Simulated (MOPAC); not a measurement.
# Run report: BH, frequency calculation

The run: frequency calculation of BH (borane(1)), SMILES [BH]. Method and program: PM3, closed shell (MOPAC 23.2.5).

The geometry was optimised with PM3.

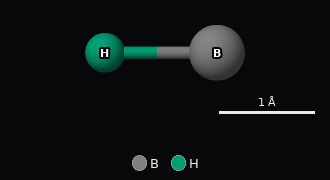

Fig. 1: The structure as given in the input (ball-and-stick view, seen on its broad side).

The input (bh.mop):
```
FORCE THERMO(200,600,200) PM3 AUX(PRECISION=6) THREADS=1
job BH

B      0.006155 +1     0.017774 +1     0.024889 +1
H      0.009405 +1     0.002395 +1     1.202852 +1
```

Run as:
```bash
mopac bh.mop
```

The program's output:
```
MOPAC v23.2.5
PM3 CALCULATION RESULTS

 *  PM3        - The PM3 Hamiltonian to be used
 *  FORCE      - FORCE CALCULATION SPECIFIED
 *  THREADS=1  - MULTI-THREADING NOT USED
 *  AUX        - OUTPUT AUXILIARY INFORMATION
 *  THERMO     - THERMODYNAMIC QUANTITIES TO BE CALCULATED
FORCE THERMO(200,600,200) PM3 AUX(PRECISION=6) THREADS=1
 job BH

   ATOM   CHEMICAL          X               Y               Z
  NUMBER   SYMBOL      (ANGSTROMS)     (ANGSTROMS)     (ANGSTROMS)

     1       B          0.00615500  *   0.01777400  *   0.02488900  *
     2       H          0.00940500  *   0.00239500  *   1.20285200  *

          CARTESIAN COORDINATES

    NO.       ATOM           X           Y           Z

     1         B          0.0062      0.0178      0.0249
     2         H          0.0094      0.0024      1.2029

           Empirical Formula: H B  =     2 atoms

      MOLECULAR POINT GROUP   :   C*v

      RHF CALCULATION, NO. OF DOUBLY OCCUPIED LEVELS = 2

          HEAT OF FORMATION =      97.702896 KCALS/MOLE

          CARTESIAN COORDINATE DERIVATIVES

   NUMBER  ATOM         X            Y            Z

     1       B      0.000375     0.000000     0.000000
     2       H     -0.000375     0.000000     0.000000

 DIPOLE           X         Y         Z       TOTAL
 POINT-CHG.    -1.879     0.000     0.000     1.879
 HYBRID         2.177    -0.000     0.000     2.177
 SUM            0.298    -0.000     0.000     0.298

          GRADIENT NORM =   0.00053

          MOLECULAR WEIGHT =   11.82

          ROTATIONAL CONSTANTS IN CM(-1)

          A =    0.00000000   B =   13.17507346   C =   13.17507345

           PRINCIPAL MOMENTS OF INERTIA IN UNITS OF 10**(-40)*GRAM-CM**2

          A =        0.0000   B =        2.1247   C =        2.1247

          ORIENTATION OF MOLECULE IN FORCE CALCULATION

    NO.       ATOM         X         Y         Z

     1          B      -0.1005    0.0000    0.0000
     2          H       1.0776    0.0000    0.0000

    FIRST DERIVATIVES WILL BE USED IN THE CALCULATION OF SECOND DERIVATIVES

          ESTIMATED TIME TO COMPLETE CALCULATION =        0.00 SECONDS

    FOR POINT-GROUP C*v  THERE ARE  84 UNIQUE SYMMETRY FUNCTIONS.

 STEP:   1 TIME =     0.01 SECS, INTEGRAL =      0.01 TIME LEFT: 172799.99
 STEP:   2 TIME =     0.00 SECS, INTEGRAL =      0.01 TIME LEFT: 172799.99
 STEP:   3 TIME =     0.00 SECS, INTEGRAL =      0.01 TIME LEFT: 172799.99
 STEP:   4 TIME =     0.00 SECS, INTEGRAL =      0.01 TIME LEFT: 172799.99
 STEP:   5 TIME =     0.00 SECS, INTEGRAL =      0.01 TIME LEFT: 172799.99
 STEP:   6 TIME =     0.00 SECS, INTEGRAL =      0.01 TIME LEFT: 172799.99

(To convert to Hartree/Bohr^2, multiply by (10^(-21) x N x a0^2)/(4.184 x 627.51) =  0.0642)

           FORCE MATRIX IN MILLIDYNES/ANGSTROM

                  B  1       H  2
 ------------------------------
     B    1   3.005202
     H    2   3.005513   3.005824

          HEAT OF FORMATION =      97.702896 KCALS/MOLE

          ZERO POINT ENERGY       3.363 KCAL/MOL

           NORMAL COORDINATE ANALYSIS (Total motion = 1 Angstrom)

   Root No.       1

                 1 Sig

                2352.2

           1   -0.0853
           2    0.0000
           3    0.0000
           4    0.9147
           5   -0.0000
           6   -0.0000

           MASS-WEIGHTED COORDINATE ANALYSIS (NORMAL COORDINATES)

   Root No.       1

                 1 Sig

                2352.2

           1   -0.2920
           2    0.0000
           3    0.0000
           4    0.9564
           5   -0.0000
           6   -0.0000

          DESCRIPTION OF VIBRATIONS

 VIBRATION          1    1Sig        ATOM PAIR     ENERGY CONTRIBUTION    RADIAL
 FREQUENCY          2352.24         B 1 -- H 2        +100.0% (100.0%)    100.0%
 TRANSITION DIPOLE   1.6536
 TRAVEL (Ang.)       0.1763
 REDUCED MASS        0.9219
 EFFECTIVE MASS      1.4369
 FORCE CONSTANT      3.0055

      SYMMETRY NUMBER FOR POINT-GROUP C*v =  1

          SYSTEM IS A GROUND STATE

 job BH

          MOLECULE IS LINEAR

          THERE ARE  1 GENUINE VIBRATIONS IN THIS SYSTEM
          THIS THERMODYNAMICS CALCULATION IS LIMITED TO
          MOLECULES WHICH HAVE NO INTERNAL ROTATIONS

                    CALCULATED THERMODYNAMIC PROPERTIES
                                          *
   TEMP. (K)   PARTITION FUNCTION   H.O.F.    ENTHALPY  HEAT CAPACITY ENTROPY
                                   KCAL/MOL   CAL/MOLE    CAL/K/MOL  CAL/K/MOL

 298.00  VIB.     0.1000D+01                     0.0786     0.0030     0.0003
         ROT.     0.1572D+02                   592.1869     1.9872     7.4619
         INT.     0.1572D+02                   592.2655     1.9902     7.4622
         TRA.     0.3928D+26                  1480.4672     4.9680    33.3501
         TOT.                       97.703    2072.7327     6.9582    40.8122

 200.00  VIB.     0.1000D+01                     0.0003     0.0000     0.0000
         ROT.     0.1055D+02                   397.4409     1.9872     6.6694
         INT.     0.1055D+02                   397.4412     1.9872     6.6695
         TRA.     0.2160D+26                   993.6021     4.9680    31.3689
         TOT.                       97.021    1391.0433     6.9552    38.0384

 400.00  VIB.     0.1000D+01                     1.4233     0.0301     0.0040
         ROT.     0.2110D+02                   794.8817     1.9872     8.0469
         INT.     0.2111D+02                   796.3050     2.0173     8.0509
         TRA.     0.6108D+26                  1987.2043     4.9680    34.8125
         TOT.                       98.414    2783.5093     6.9853    42.8634

 600.00  VIB.     0.1004D+01                    23.9656     0.2261     0.0470
         ROT.     0.3165D+02                  1192.3226     1.9872     8.8526
         INT.     0.3177D+02                  1216.2881     2.2133     8.8996
         TRA.     0.1122D+27                  2980.8064     4.9680    36.8269
         TOT.                       99.827    4197.0945     7.1813    45.7265

   *: NOTE: HEATS OF FORMATION ARE RELATIVE TO THE
            ELEMENTS IN THEIR STANDARD STATE AT 298K
              (=  Standard Enthalpy of Formation).

            Hvib:  Zero-point energy is not included.
                   frequencies of less than zero cm-1 are not included.
            Hrot = (3/2)RT
            Htra = (3/2)RT + pV = (5/2)RT

            Heat capacity is Cp, not Cv

           FORCE CONSTANT IN CARTESIAN COORDINATES (Millidynes/A)

    ATOM   CHEMICAL       X               Y               Z
   NUMBER   SYMBOL  FORCE CONSTANT  FORCE CONSTANT  FORCE CONSTANT

      1       B        3.005502        0.005583        0.005583
      2       H        3.005502        0.005583        0.005583

 *                    *
 * JOB ENDED NORMALLY *
 *                    *

 TOTAL JOB TIME:             0.02 SECONDS

 == MOPAC DONE ==
```

Results in brief:

| quantity | value |
| --- | --- |
| outcome | converged |
| heat of formation | 97.70 kcal/mol |
| basis functions | 5 |
| zero-point energy | 0.005359 hartree |
| wavenumbers, lowest and highest | 2352 cm⁻¹ |
| hardware | 1 thread of AMD EPYC (Zen 5), 128 GiB of memory available, shared host |
| peak memory | 0.07 GiB |

MOPAC's energies along a path are heats of formation.
